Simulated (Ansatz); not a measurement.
# Geometry relaxation of BN₂H₆Cl (part 2 of 2)

Continued. System: BN₂H₆Cl. Method: RKS PBE-D4/6-31G* (Ansatz 0.2.0). The input holds or restrains some coordinates. Forces given for the steps count only the free coordinates. It belongs to a series of runs on one base structure; here: pulled along the bonds that form and break, towards end A.

Geometry of the input (Å):
```
B  0.0000  0.0000  0.0000
Cl 0.0000  0.0000  2.2100
N  1.3423  0.0000  -0.7750
H  1.8089  -0.9179  -1.0268
H  1.7937  0.9179  -1.0532
N  -1.3423  0.0000  -0.7750
H  -2.0112  -0.8164  -0.6764
H  -1.5914  0.8164  -1.4036
H  -0.1864  1.4017  0.4698
H  -0.1660  1.2482  1.3665
```

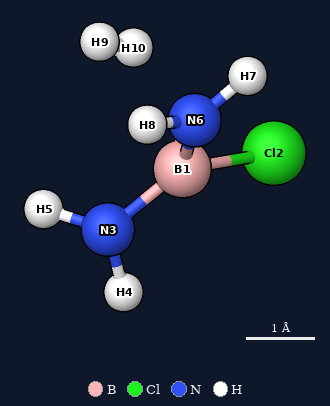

Figure 1. The geometry at step 9 of the log (ball-and-stick view, seen at a tilt; atoms are numbered from 1 in the order of the input).

Trajectory as extended XYZ, continued
```
10
Properties=species:S:1:pos:R:3:forces:R:3 step=3 energy=-16265.32878
B     0.0243   -0.2530    0.0565   -0.4224   2.5871  -2.3625
Cl    0.0391   -0.3597    2.1564   -0.0966  -1.2799  -2.2434
N     1.3142   -0.0135   -0.7444   -1.1665  -0.6302   1.2386
H     1.8026   -0.8888   -1.0226   -0.1600   0.9944   0.1503
H     1.7763    0.8854   -1.0327   -0.6270  -1.2514   0.7388
N    -1.3079   -0.0297   -0.7336    1.4511  -1.2149   1.7221
H    -2.0082   -0.7896   -0.6730   -0.0425   0.9921   0.2579
H    -1.5663    0.7758   -1.3787    1.0132  -1.6301   0.8103
H    -0.2246    1.7432    0.5332   -0.1699   1.8220  -4.1286
H    -0.2020    1.5800    1.1752    0.2206  -0.3891   3.8165
10
Properties=species:S:1:pos:R:3:forces:R:3 step=4 energy=-16266.12766
B     0.0315   -0.3159    0.0778   -0.5166   2.6810  -2.2369
Cl    0.0505   -0.5187    2.0443   -0.1694  -0.7894  -2.2365
N     1.2972   -0.0279   -0.7192   -0.7669  -0.6296   1.0584
H     1.8003   -0.8764   -1.0184   -0.0342   0.5960   0.1182
H     1.7594    0.8601   -1.0128   -0.6678  -0.9244   0.6757
N    -1.2844   -0.0547   -0.6995    1.1858  -1.0078   1.4753
H    -2.0135   -0.7760   -0.6578   -0.2080   0.6372   0.4438
H    -1.5349    0.7355   -1.3603    1.1347  -1.4666   0.7171
H    -0.2421    1.8927    0.5108   -0.1391   1.2107  -2.9355
H    -0.2162    1.7312    1.1715    0.1815  -0.3071   2.9203
10
Properties=species:S:1:pos:R:3:forces:R:3 step=5 energy=-16267.09830
B     0.0281   -0.3029    0.0413   -0.5626   1.4894  -1.5081
Cl    0.0413   -0.6277    1.8832   -0.1588  -0.6554  -1.1581
N     1.2918   -0.0430   -0.6908   -0.3990  -0.2818   0.5633
H     1.8031   -0.8677   -1.0085    0.0346   0.1928   0.1024
H     1.7388    0.8330   -0.9805   -0.4173  -0.3066   0.3434
N    -1.2701   -0.0898   -0.6610    0.8477  -0.4871   0.7555
H    -2.0373   -0.7598   -0.6003   -0.1977   0.3923   0.6158
H    -1.4758    0.6607   -1.3520    0.8182  -0.9836   0.2415
H    -0.2556    2.0118    0.5113   -0.1211   0.7939  -1.6701
H    -0.2168    1.8352    1.1936    0.1560  -0.1538   1.7144
10
Properties=species:S:1:pos:R:3:forces:R:3 step=6 energy=-16267.69030
B     0.0135   -0.2417   -0.0148   -0.0924   0.0147  -0.1816
Cl    0.0052   -0.7102    1.7732   -0.1359  -0.5054  -0.4643
N     1.2800   -0.0248   -0.6812    0.0201  -0.0188  -0.0440
H     1.8057   -0.8425   -0.9845    0.0188   0.0901   0.1365
H     1.7210    0.8463   -0.9492   -0.1177   0.1293   0.0905
N    -1.2497   -0.1133   -0.6577   -0.6034  -0.4208   0.0043
H    -2.0879   -0.6827   -0.4286    0.5571   0.9017   0.2739
H    -1.3928    0.5284   -1.4521    0.3080  -0.7603   0.0919
H    -0.2615    2.0803    0.5340   -0.1348   0.7357  -1.0074
H    -0.1860    1.8100    1.1973    0.1802  -0.1663   1.1002
10
Properties=species:S:1:pos:R:3:forces:R:3 step=7 energy=-16267.94906
B     0.0012   -0.2294   -0.0491    0.1517  -0.2805   0.2250
Cl   -0.0278   -0.7551    1.7249   -0.0923  -0.3972  -0.3262
N     1.2700   -0.0018   -0.6949    0.0012   0.0465  -0.2737
H     1.8311   -0.8099   -0.9543    0.0820   0.0937   0.1840
H     1.7050    0.8822   -0.9376   -0.1591   0.0213   0.0709
N    -1.2531   -0.1384   -0.6772   -0.0892  -0.0742  -0.0117
H    -2.1116   -0.5406   -0.2972    0.0616   0.4440   0.1197
H    -1.3558    0.3814   -1.5491    0.0073  -0.4075  -0.0963
H    -0.2533    2.0805    0.5628   -0.1857   0.8208  -1.0888
H    -0.1582    1.7811    1.2080    0.2225  -0.2669   1.1972
10
Properties=species:S:1:pos:R:3:forces:R:3 step=8 energy=-16268.12871
B    -0.0199   -0.2500   -0.0864    0.1306  -0.2685   0.3826
Cl   -0.0445   -0.8064    1.6795   -0.0249  -0.3831  -0.3250
N     1.2343    0.0157   -0.7367    0.3408  -0.6014  -0.4287
H     1.9343   -0.7389   -0.7984   -0.2912   0.5633   0.3497
H     1.6179    0.9277   -0.9590   -0.1439   0.0470  -0.0223
N    -1.2804   -0.1485   -0.6934   -0.2494  -0.0125   0.0772
H    -2.1552   -0.4196   -0.2278    0.3319   0.3771  -0.1815
H    -1.3669    0.2765   -1.6168   -0.1088  -0.2844   0.0139
H    -0.2008    2.0556    0.5735   -0.2683   0.8865  -1.1100
H    -0.0710    1.7380    1.2018    0.2830  -0.3240   1.2441
10
Properties=species:S:1:pos:R:3:forces:R:3 step=9 energy=-16268.24235
B    -0.0243   -0.2515   -0.1159   -0.0475  -0.3479   0.3307
Cl   -0.0321   -0.8454    1.6371    0.0645  -0.2744  -0.3672
N     1.2070    0.0018   -0.8103    1.4245  -1.5046   0.0486
H     2.0108   -0.6793   -0.6281   -1.3190   1.3760  -0.0266
H     1.5581    0.9301   -1.0275   -0.1449   0.0451  -0.0595
N    -1.2951   -0.1378   -0.7032   -0.1659   0.1252  -0.0512
H    -2.1667   -0.3037   -0.1884    0.3074   0.2113  -0.2641
H    -1.3847    0.1871   -1.6696   -0.1221  -0.1954   0.2318
H    -0.1796    2.0374    0.6115   -0.3050   0.9688  -1.2166
H    -0.0458    1.7112    1.2306    0.3079  -0.4039   1.3741
10
Properties=species:S:1:pos:R:3:forces:R:3 step=10 energy=-16268.39818
B    -0.0297   -0.2511   -0.1519    0.1166  -0.5482   0.4614
Cl   -0.0253   -0.8648    1.5831    0.1084  -0.2402  -0.1910
N     1.2034   -0.0369   -0.8489    1.3103  -0.8481   0.4171
H     2.0340   -0.5721   -0.4729   -1.0838   0.9174  -0.3379
H     1.4936    0.8924   -1.1545   -0.1919  -0.1102  -0.1280
N    -1.2995   -0.1486   -0.7288   -0.6505   0.3118  -0.1853
H    -2.1742   -0.1918   -0.1812    0.5761   0.0467  -0.4796
H    -1.3887    0.0793   -1.7238   -0.1724  -0.0518   0.3228
H    -0.1655    2.0123    0.6879   -0.3116   0.7747  -1.0618
H    -0.0005    1.7313    1.3274    0.2990  -0.2520   1.1823
10
Properties=species:S:1:pos:R:3:forces:R:3 step=11 energy=-16268.51046
B    -0.0287   -0.2589   -0.1337    0.0410  -0.6105   0.4036
Cl   -0.0367   -0.8867    1.6000    0.0964  -0.1609  -0.3842
N     1.2058   -0.0557   -0.8120    1.0015  -0.0734   0.1884
H     2.0626   -0.4642   -0.3933   -0.6383   0.5077  -0.2011
H     1.4082    0.8150   -1.3180   -0.1838  -0.4489   0.0387
N    -1.2862   -0.1242   -0.7381   -0.5449   0.2470  -0.1359
H    -2.1646   -0.1619   -0.2103    0.3506   0.0339  -0.2969
H    -1.3710    0.0956   -1.7328   -0.1091  -0.0353   0.2459
H    -0.1407    1.9923    0.7183   -0.2781   0.8287  -1.1173
H    -0.0010    1.6987    1.3562    0.2647  -0.2884   1.2588
10
Properties=species:S:1:pos:R:3:forces:R:3 step=12 energy=-16268.60279
B    -0.0277   -0.2803   -0.1461    0.1491  -0.3736   0.4227
Cl   -0.0257   -0.8985    1.5917    0.0380  -0.1672  -0.4860
N     1.2243   -0.0737   -0.7890    0.3957   0.0929   0.0954
H     2.0844   -0.3202   -0.2874   -0.3214   0.1911  -0.1545
H     1.3679    0.6847   -1.4643   -0.1130  -0.3792   0.1126
N    -1.2857   -0.0821   -0.7446   -0.2237   0.0620  -0.0577
H    -2.1584   -0.1427   -0.2236    0.1328  -0.0188  -0.0936
H    -1.3910    0.1326   -1.7325   -0.0467   0.0264   0.0133
H    -0.1219    1.9514    0.7405   -0.2242   0.8441  -1.2441
H    -0.0186    1.6787    1.3914    0.2134  -0.2777   1.3920
10
Properties=species:S:1:pos:R:3:forces:R:3 step=13 energy=-16268.64666
B    -0.0260   -0.2758   -0.1480    0.0264  -0.4439   0.4215
Cl   -0.0180   -0.8895    1.5913   -0.0217  -0.1345  -0.5205
N     1.2330   -0.0850   -0.7718    0.0397   0.1795  -0.1117
H     2.0917   -0.1992   -0.2383   -0.0632   0.0347  -0.0337
H     1.3385    0.5270   -1.5837    0.0035  -0.2171   0.1126
N    -1.2837   -0.0882   -0.7646    0.0032   0.0524  -0.0457
H    -2.1555   -0.1628   -0.2499    0.0236  -0.0337  -0.0073
H    -1.3923    0.2033   -1.7336    0.0008  -0.0101   0.0616
H    -0.1023    1.9349    0.7851   -0.1442   0.8148  -1.2995
H    -0.0377    1.6852    1.4497    0.1319  -0.2422   1.4226
10
Properties=species:S:1:pos:R:3:forces:R:3 step=14 energy=-16268.65137
B    -0.0284   -0.2583   -0.1592    0.0553  -0.1340   0.5833
Cl   -0.0289   -0.8269    1.5924    0.0035  -0.3176  -0.5407
N     1.2273   -0.0056   -0.7526    0.2796  -0.0805  -0.0752
H     2.1014   -0.2094   -0.2735   -0.1241   0.0423   0.0029
H     1.3557    0.3605   -1.6932   -0.0733  -0.0501   0.0280
N    -1.2819   -0.0192   -0.7625   -0.2285  -0.1343  -0.0284
H    -2.1517   -0.2876   -0.3088    0.0876   0.0509  -0.0062
H    -1.3913    0.2285   -1.7413    0.0124   0.0071  -0.0456
H    -0.0902    1.9109    0.8697   -0.0623   0.6557  -1.3626
H    -0.0644    1.7569    1.5653    0.0499  -0.0396   1.4445
10
Properties=species:S:1:pos:R:3:forces:R:3 step=15 energy=-16268.66611
B    -0.0240   -0.2466   -0.1473    0.0150  -0.4327   0.3622
Cl   -0.0261   -0.8755    1.5837    0.0068  -0.1203  -0.4865
N     1.2352   -0.0193   -0.7494   -0.0228  -0.0077   0.0052
H     2.1029   -0.1545   -0.2412   -0.0007  -0.0015  -0.0051
H     1.3523    0.3379   -1.6934    0.0061  -0.0022   0.0053
N    -1.2807   -0.0643   -0.7689    0.0012  -0.0050  -0.0122
H    -2.1514   -0.2458   -0.2806    0.0049  -0.0026   0.0018
H    -1.3969    0.2732   -1.7205    0.0036  -0.0031   0.0126
H    -0.0904    1.9403    0.8410   -0.0440   0.7997  -1.3399
H    -0.0733    1.7043    1.5129    0.0299  -0.2247   1.4566
```

Results in brief

```csv
quantity,value
outcome,converged under the restraints of the input
total energy,−16268.6661 eV
mean-field energy,−16268.4875 eV
"largest force (length of the vector) at the end, held atoms and coordinates included",1.561 eV/Å
hardware,"1 thread of Arm Neoverse V1, 24 GiB of memory available, shared host"
wall time,39 s
peak memory,0.12 GiB
```
